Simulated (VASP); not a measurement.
## Li2CoCl4: structure and properties in VASP

What structure and properties does r2SCAN give Li2CoCl4, and how near are they to the measured ones? The steps: relaxing cell and atoms (r2SCAN), second relaxation, density, ELF and potential (r2SCAN), band structure (r2SCAN), total and projected DOS (r2SCAN), independent-particle dielectric function (r2SCAN) and field gradients at the nuclei (r2SCAN). The start is a computed cell from the Materials Project.

Method: r2SCAN, spin-polarised from a ferromagnetic start (one magnetic atom a cell); plane waves and PAW (Li_sv, Co, Cl), in the first sound run; inputs show where later runs differ, in VASP 6.6.1.

**What experiment says.**

For Li2CoCl4, low temperature orthorhombic (powder from solidified melt, zero field, 3.5 K), “Zero-field magnetic structure and metamagnetic phase transitions of the cobalt chain compound Li2CoCl4” (2023, arxiv:2307.06899) gives, by neutron powder diffraction: lattice constant a 7.139 ± 0.0003 Å; lattice constant b 10.1899 ± 0.0005 Å; lattice constant c (c, along the cobalt chains) 3.5935 ± 0.0002 Å.

## 1. Set-up

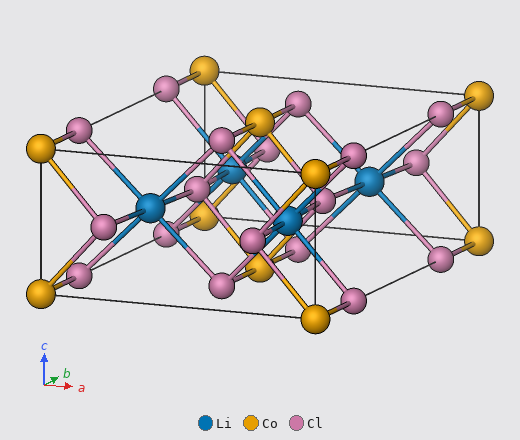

The cell as given, slightly off an axis (lithium blue, cobalt orange, chlorine pink). This picture shows the conventional cell, with its axes. Some periodic images of atoms are drawn too.

## 2. Relaxing cell and atoms (r2SCAN)

The start need not lie at this functional's minimum. ISIF = 3 frees volume, shape and positions, and EDIFFG sets the threshold on forces and stress at which the search stops. r2SCAN adds the kinetic-energy density, costs more than a GGA and is run with LASPH.

INCAR reads:

```
SYSTEM = Li2CoCl4
PREC = Accurate
ENCUT = 650
EDIFF = 1E-06
NELM = 100
ISMEAR = 0
SIGMA = 0.05
LREAL = .FALSE.
ALGO = Normal
METAGGA = R2SCAN
LASPH = .TRUE.
NBANDS = 34
ISPIN = 2
MAGMOM = 0 0 2 0 0 0 0
LMAXMIX = 4
LORBIT = 11
LWAVE = .FALSE.
LCHARG = .FALSE.
KPAR = 4
IBRION = 2
NSW = 60
ISIF = 3
EDIFFG = -0.01
```

POSCAR reads:

```
Li2CoCl4
1.0
    3.6192217400     -4.9155678900      0.0000000000
    3.6192217400      4.9155678900      0.0000000000
    0.0000000000      0.0000000000      3.5894800800
Li Co Cl
2 1 4
Direct
    0.5000000000      0.0000000000      0.5000000000
    0.0000000000      0.5000000000      0.5000000000
    0.0000000000      0.0000000000      0.0000000000
    0.7713001700      0.7713001700      0.5000000000
    0.7664696000      0.2335304000      0.0000000000
    0.2286998300      0.2286998300      0.5000000000
    0.2335304000      0.7664696000      0.0000000000
```

KPOINTS reads:

```
Automatic mesh
0
Gamma
4 4 6
0 0 0
```

PAW data sets: Li_sv, Co and Cl (PBE family, release 64).

Command:

```bash
> mpirun -np 4 vasp_std
```

The program printed:

```text
[banner, memory and clock lines left out]
running    4 mpi-ranks, on    1 nodes
 distrk:  each k-point on    1 cores,    4 groups
 distr:  one band on    1 cores,    1 groups

 POSCAR found type information on POSCAR LiCoCl
 POSCAR found :  3 types and       7 ions
|                                                                             |
|               ----> ADVICE to this user running VASP <----                  |
|                                                                             |
|     You enforced a specific xc type in the INCAR file but a different       |
|     [... a line on the potential file left out ...]
|     I HOPE YOU KNOW WHAT YOU ARE DOING!                                     |
|                                                                             |

 LDA part: xc-table for (None), standard interpolation
 POSCAR, INCAR and KPOINTS ok, starting setup
 FFT: planning ... GRIDC
 FFT: planning ... GRID_SOFT
 FFT: planning ... GRID
 WAVECAR not read
 entering main loop
       N       E                     dE             d eps       ncg     rms          rms(c)
DAV:   1     0.374574729694E+03    0.37457E+03   -0.20580E+04  3808   0.146E+03
DAV:   2    -0.826420741287E+01   -0.38284E+03   -0.35498E+03  4162   0.339E+02
DAV:   3    -0.574294384745E+02   -0.49165E+02   -0.48422E+02  4736   0.125E+02
DAV:   4    -0.632116446458E+02   -0.57822E+01   -0.57424E+01  7016   0.301E+01
DAV:   5    -0.634192063921E+02   -0.20756E+00   -0.20730E+00  5302   0.574E+00    0.166E+01
DAV:   6    -0.543162704748E+02    0.91029E+01   -0.37712E+01  4970   0.589E+01    0.240E+01
DAV:   7    -0.528278298677E+02    0.14884E+01   -0.71283E+00  4894   0.524E+01    0.957E+00
DAV:   8    -0.530002121640E+02   -0.17238E+00   -0.14395E+00  5096   0.792E+00    0.470E+00
DAV:   9    -0.531159260292E+02   -0.11571E+00   -0.72905E-01  5772   0.720E+00    0.254E+00
DAV:  10    -0.531984772347E+02   -0.82551E-01   -0.13673E-01  5718   0.417E+00    0.146E+00
DAV:  11    -0.531931790902E+02    0.52981E-02   -0.27519E-02  5678   0.189E+00    0.681E-01
DAV:  12    -0.531973601200E+02   -0.41810E-02   -0.87764E-03  6054   0.990E-01    0.372E-01
DAV:  13    -0.531987145991E+02   -0.13545E-02   -0.15183E-03  5832   0.285E-01    0.180E-01
DAV:  14    -0.531989419112E+02   -0.22731E-03   -0.47300E-04  5668   0.304E-01    0.549E-02
DAV:  15    -0.531988687709E+02    0.73140E-04   -0.27697E-04  6080   0.140E-01    0.413E-02
DAV:  16    -0.531988880149E+02   -0.19244E-04   -0.37195E-05  5086   0.553E-02    0.219E-02
DAV:  17    -0.531988856704E+02    0.23444E-05   -0.80832E-06  5092   0.218E-02    0.979E-03
DAV:  18    -0.531988836682E+02    0.20022E-05   -0.15728E-06  4096   0.146E-02    0.418E-03
DAV:  19    -0.531988847505E+02   -0.10823E-05   -0.49796E-07  2790   0.519E-03    0.304E-03
DAV:  20    -0.531988839669E+02    0.78359E-06   -0.21258E-07  2890   0.367E-03
   1 F= -.53198884E+02 E0= -.53198884E+02  d E =-.531989E+02  mag=     3.0000
 curvature:   0.00 expect dE= 0.000E+00 dE for cont linesearch  0.000E+00
 trial: gam= 0.00000 g(F)=  0.891E-01 g(S)=  0.187E+00 ort = 0.000E+00 (trialstep = 0.100E+01)
 search vector abs. value=  0.276E+00
 bond charge predicted
       N       E                     dE             d eps       ncg     rms          rms(c)
DAV:   1    -0.536862849271E+02   -0.48740E+00   -0.23506E+01  4262   0.309E+01    0.507E+00
DAV:   2    -0.534200360878E+02    0.26625E+00   -0.17458E+00  5444   0.150E+01    0.338E+00
DAV:   3    -0.533591273845E+02    0.60909E-01   -0.13401E-01  5628   0.437E+00    0.201E+00
DAV:   4    -0.533412764046E+02    0.17851E-01   -0.68086E-02  4794   0.123E+00    0.777E-01
DAV:   5    -0.533386700993E+02    0.26063E-02   -0.89289E-03  5314   0.168E+00    0.476E-01
DAV:   6    -0.533384101208E+02    0.25998E-03   -0.29576E-03  5272   0.435E-01    0.166E-01
DAV:   7    -0.533385344314E+02   -0.12431E-03   -0.44410E-04  5718   0.273E-01    0.969E-02
DAV:   8    -0.533385857115E+02   -0.51280E-04   -0.81062E-05  5614   0.949E-02    0.456E-02
DAV:   9    -0.533386194319E+02   -0.33720E-04   -0.24521E-05  5802   0.584E-02    0.142E-02
DAV:  10    -0.533386251928E+02   -0.57609E-05   -0.56904E-06  5082   0.262E-02    0.620E-03
DAV:  11    -0.533386218818E+02    0.33110E-05   -0.66116E-07  2846   0.502E-03    0.238E-03
DAV:  12    -0.533386194403E+02    0.24415E-05   -0.26199E-07  2458   0.507E-03    0.145E-03
DAV:  13    -0.533386187690E+02    0.67130E-06   -0.84307E-08  2334   0.335E-03
   2 F= -.53338619E+02 E0= -.53338619E+02  d E =-.139735E+00  mag=     3.0000
[... from here on, the cycles between the ionic steps are left out ...]
   3 F= -.53340162E+02 E0= -.53340162E+02  d E =-.141278E+00  mag=     3.0000
   4 F= -.53362523E+02 E0= -.53362523E+02  d E =-.223604E-01  mag=     3.0000
   5 F= -.53366690E+02 E0= -.53366690E+02  d E =-.265278E-01  mag=     3.0000
   6 F= -.53367162E+02 E0= -.53367162E+02  d E =-.269991E-01  mag=     3.0000
   7 F= -.53368126E+02 E0= -.53368126E+02  d E =-.964777E-03  mag=     3.0000
   8 F= -.53368277E+02 E0= -.53368277E+02  d E =-.111566E-02  mag=     3.0000
   9 F= -.53368411E+02 E0= -.53368411E+02  d E =-.124961E-02  mag=     3.0000
  10 F= -.53368839E+02 E0= -.53368839E+02  d E =-.428104E-03  mag=     3.0000
  11 F= -.53368948E+02 E0= -.53368948E+02  d E =-.536503E-03  mag=     3.0000
  12 F= -.53369115E+02 E0= -.53369115E+02  d E =-.703354E-03  mag=     3.0000
  13 F= -.53369224E+02 E0= -.53369224E+02  d E =-.812460E-03  mag=     3.0000
  14 F= -.53369198E+02 E0= -.53369198E+02  d E =-.786445E-03  mag=     3.0000
  15 F= -.53369436E+02 E0= -.53369436E+02  d E =-.238820E-03  mag=     3.0000
  16 F= -.53369447E+02 E0= -.53369447E+02  d E =-.248901E-03  mag=     3.0000
 curvature:  -2.41 expect dE=-0.250E-03 dE for cont linesearch -0.111E-06
 trial: gam= 0.59042 g(F)=  0.569E-04 g(S)=  0.468E-04 ort = 0.430E-05 (trialstep = 0.200E+01)
 search vector abs. value=  0.248E-03
 bond charge predicted
       N       E                     dE             d eps       ncg     rms          rms(c)
DAV:   1    -0.533695771508E+02   -0.13004E-03   -0.72984E-02  3826   0.128E+00    0.151E-01
DAV:   2    -0.533696733762E+02   -0.96225E-04   -0.34171E-03  5048   0.359E-01    0.900E-02
DAV:   3    -0.533696247231E+02    0.48653E-04   -0.12344E-04  5464   0.940E-02    0.558E-02
DAV:   4    -0.533696020903E+02    0.22633E-04   -0.56357E-05  5224   0.500E-02    0.271E-02
DAV:   5    -0.533696033567E+02   -0.12664E-05   -0.13544E-05  5384   0.344E-02    0.100E-02
DAV:   6    -0.533696033950E+02   -0.38223E-07   -0.11770E-06  3446   0.105E-02
  17 F= -.53369603E+02 E0= -.53369603E+02  d E =-.156883E-03  mag=     3.0000
 trial-energy change:   -0.000157  1 .order   -0.000119   -0.000213   -0.000025
 step:   2.1180(harm=  2.2694)  dis= 0.00370  next Energy=   -53.369604 (dE=-0.158E-03)
 reached required accuracy - stopping structural energy minimisation
```

The job ended after 35 min (4 MPI ranks of Intel Xeon 6975P-C (Granite Rapids), shared host; peak memory 2.3 GiB; 2.1 h of CPU time).

The logs omit lines about the potential files and the build; timing stands in the text.

OUTCAR, selected parts (step 2):

```text
ion  position               nearest neighbor table
   1  0.500  0.000  0.500-   4 2.46   6 2.46   5 2.55   7 2.55   5 2.55   7 2.55
   2  0.000  0.500  0.500-   4 2.46   6 2.46   5 2.55   7 2.55   5 2.55   7 2.55
   3  0.000  0.000  0.000-   5 2.30   7 2.30   6 2.44   4 2.44   4 2.44   6 2.44
   4  0.771  0.771  0.500-   3 2.44   3 2.44   1 2.46   2 2.46
   5  0.766  0.234  0.000-   3 2.30   2 2.55   1 2.55   1 2.55   2 2.55
   6  0.229  0.229  0.500-   3 2.44   3 2.44   1 2.46   2 2.46
   7  0.234  0.766  0.000-   3 2.30   2 2.55   1 2.55   1 2.55   2 2.55

  LATTYP: Found a base centered orthorhombic cell.
 ALAT       =     7.2384434800
 B/A-ratio  =     1.3581836768
 C/A-ratio  =     0.4958911526

 Subroutine GETGRP returns: Found  8 space group operations
 (whereof  8 operations were pure point group operations)

The static configuration has the point symmetry D_2h.

 Found     28 irreducible k-points:

   k-points           NKPTS =     28   k-points in BZ     NKDIM =     28   number of bands    NBANDS=     34

   dimension x,y,z NGX =    54 NGY =   54 NGZ =   30
   dimension x,y,z NGXF=   108 NGYF=  108 NGZF=   60

   ENCUT  =  650.0 eV  47.77 Ry    6.91 a.u.  12.69 12.69  7.46*2*pi/ulx,y,z

   NELECT =      43.0000    total number of electrons

 k-points in reciprocal lattice and weights: Automatic mesh
   0.00000000  0.00000000  0.00000000       0.010
   0.25000000  0.00000000  0.00000000       0.042
   0.50000000  0.00000000  0.00000000       0.021
   0.25000000  0.25000000  0.00000000       0.021
   0.50000000  0.25000000  0.00000000       0.042
  -0.25000000  0.25000000  0.00000000       0.021
   0.50000000  0.50000000  0.00000000       0.010
   0.00000000  0.00000000  0.16666667       0.021
   0.25000000  0.00000000  0.16666667       0.083
[...]
-0.25000000  0.25000000  0.50000000       0.021
   0.50000000  0.50000000  0.50000000       0.010

 average (electrostatic) potential at core
       1 -65.9774       2 -65.9774       3 -91.1174       4 -96.0934       5 -95.6758
       6 -96.0934       7 -95.6758

 E-fermi :   2.3580

 spin component 1
 k-point     1 :       0.0000    0.0000    0.0000
  band No.  band energies     occupation
    ...
     19       0.4581      1.00000
     20       0.6092      1.00000
     21       0.7808      1.00000
     22       1.3152      1.00000
     23       1.5449      1.00000
     24       6.9660      0.00000
     25       8.3452      0.00000
     26       8.4584      0.00000
     27       8.8205      0.00000
     28       9.9700      0.00000
    ...

 k-point     2 :       0.2500    0.0000    0.0000
  band No.  band energies     occupation
    ...
     19       0.3820      1.00000
     20       0.5930      1.00000
     21       0.7323      1.00000
     22       1.3044      1.00000
     23       1.4361      1.00000
     24       7.4926      0.00000
     25       8.5442      0.00000
     26       9.0217      0.00000
     27       9.0685      0.00000
     28      10.3849      0.00000
    ...

 k-point     3 :       0.5000    0.0000    0.0000
  band No.  band energies     occupation
    ...
     19       0.3837      1.00000
     20       0.5386      1.00000
     21       0.6648      1.00000
     22       1.2995      1.00000
     23       1.3697      1.00000
     24       8.1669      0.00000
     25       8.6661      0.00000
     26       9.2181      0.00000
     27       9.6972      0.00000
     28      10.8195      0.00000
    ...

 k-point     4 :       0.2500    0.2500    0.0000
  band No.  band energies     occupation
    ...
     19       0.3666      1.00000
     20       0.6574      1.00000
     21       0.6856      1.00000
     22       1.2889      1.00000
     23       1.2933      1.00000
     24       8.0923      0.00000
     25       9.0681      0.00000
     26       9.3088      0.00000
     27       9.3870      0.00000
     28      10.5699      0.00000
    ...

 k-point     5 :       0.5000    0.2500    0.0000
  band No.  band energies     occupation
    ...
     19       0.3811      1.00000
     20       0.6483      1.00000
     21       0.6628      1.00000
     22       1.1011      1.00000
     23       1.3010      1.00000
     24       8.2707      0.00000
     25       9.2458      0.00000
     26       9.4440      0.00000
     27       9.9242      0.00000
     28      10.7313      0.00000
    ...

 k-point     6 :      -0.2500    0.2500    0.0000
  band No.  band energies     occupation
    ...
     19       0.3745      1.00000
     20       0.6617      1.00000
     21       0.7154      1.00000
     22       1.1989      1.00000
     23       1.3085      1.00000
     24       7.6435      0.00000
     25       8.9929      0.00000
     26       9.0945      0.00000
     27       9.2105      0.00000
     28      10.2076      0.00000
    ...

  Total        0.0201644      0.0529070     -0.0081161     -0.0000000      0.0000000      0.0000000
  in kB        0.2473691      0.6490444     -0.0995657     -0.0000000      0.0000000      0.0000000
  external PRESSURE =       0.2656159 kB  Pullay stress =       0.0000000 kB

  energy-cutoff  :      650.00
  volume of cell :      130.60
      direct lattice vectors                 reciprocal lattice vectors
     3.577877272 -5.190709136  0.000000000     0.139747667 -0.096325952  0.000000000
     3.577877272  5.190709136  0.000000000     0.139747667  0.096325952  0.000000000
     0.000000000  0.000000000  3.516148368     0.000000000  0.000000000  0.284402106

 POSITION                                       TOTAL-FORCE (eV/Angst)
 -----------------------------------------------------------------------------------
      1.78894     -2.59535      1.75807         0.000000     -0.000000      0.000000
      5.36682     -2.59535      1.75807        -0.000000      0.000000      0.000000
      3.57788     -5.19071      0.00000         0.000000      0.000000      0.000000
      5.48792      0.00000      1.75807         0.006291      0.000000      0.000000
      3.57788     -2.70977      0.00000         0.000000     -0.004628      0.000000
      1.66783      0.00000      1.75807        -0.006291      0.000000      0.000000
      3.57788      2.70977      0.00000         0.000000      0.004628      0.000000
 -----------------------------------------------------------------------------------
    total drift:                                0.000000     -0.000000      0.000000

  FREE ENERGIE OF THE ION-ELECTRON SYSTEM (eV)
  ---------------------------------------------------
  free  energy   TOTEN  =       -53.3696033950 eV

  energy  without entropy=      -53.3696033950  energy(sigma->0) =      -53.36960339

 reached required accuracy - stopping structural energy minimisation

 total charge
# of ion       s       p       d       tot
------------------------------------------
    1        2.005   0.010   0.000   2.015
    2        2.005   0.010   0.000   2.015
    3        0.287   0.326   7.064   7.677
    4        1.605   3.577   0.000   5.183
    5        1.599   3.616   0.000   5.215
    6        1.605   3.577   0.000   5.183
    7        1.599   3.616   0.000   5.215
--------------------------------------------------
tot         10.706  14.733   7.064  32.502

 magnetization (x)
# of ion       s       p       d       tot
------------------------------------------
    1       -0.000  -0.000   0.000  -0.000
    2       -0.000  -0.000   0.000  -0.000
    3        0.020   0.014   2.579   2.613
    4        0.008   0.108   0.000   0.116
    5        0.003   0.031   0.000   0.034
    6        0.008   0.108   0.000   0.116
    7        0.003   0.031   0.000   0.034
--------------------------------------------------
tot          0.042   0.290   2.579   2.911

[... 6 further parts left out ...]
```

CONTCAR:

```
Li2CoCl4
   1.00000000000000
     3.5778772719808063   -5.1907091362489499    0.0000000000000000
     3.5778772719808063    5.1907091362489499    0.0000000000000000
     0.0000000000000000    0.0000000000000000    3.5161483680819723
  Li              Co              Cl
     2     1     4
Direct
     0.5000000000000000    0.0000000000000000    0.5000000000000000
     1.0000000000000000    0.5000000000000000    0.5000000000000000
     1.0000000000000000    0.0000000000000000    0.0000000000000000
     0.7669242620063118    0.7669242620063118    0.5000000000000000
     0.7610210534617020    0.2389789465382981    0.0000000000000000
     0.2330757379936882    0.2330757379936882    0.5000000000000000
     0.2389789465382981    0.7610210534617020    0.0000000000000000
```

The cell holds one magnetic atom, so no antiferromagnetic order fits into it. Experiment finds antiferromagnetic order in this phase (below 6.8 K, arxiv:2307.06899), so this ferromagnetic run describes another state. The gap is read on the k-mesh alone, so it is an upper bound where the band edges lie off the mesh. The PAW data sets were made with PBE, which is usual practice but a small mismatch for other functionals. The run keeps the 8 symmetry operations of its start, so it cannot find a distortion of lower symmetry.

(Part 1 of 5 ends here.)

[Lines on the potential files, build, host, timing and source positions are cut from VASP's logs without a mark.]

[Logs are printed without paths, hosts, clocks, repeated set-up lines and the standing remarks that a program may print on its own settings, such as how far it seeks lower states.]

[Hosts, paths, dates, database ids (printed as entryN), source tags and the programs' standing remarks are cut or masked in the printed files.]

[A measured line is paired with the nearest computed mode of its activity, which favours agreement.]
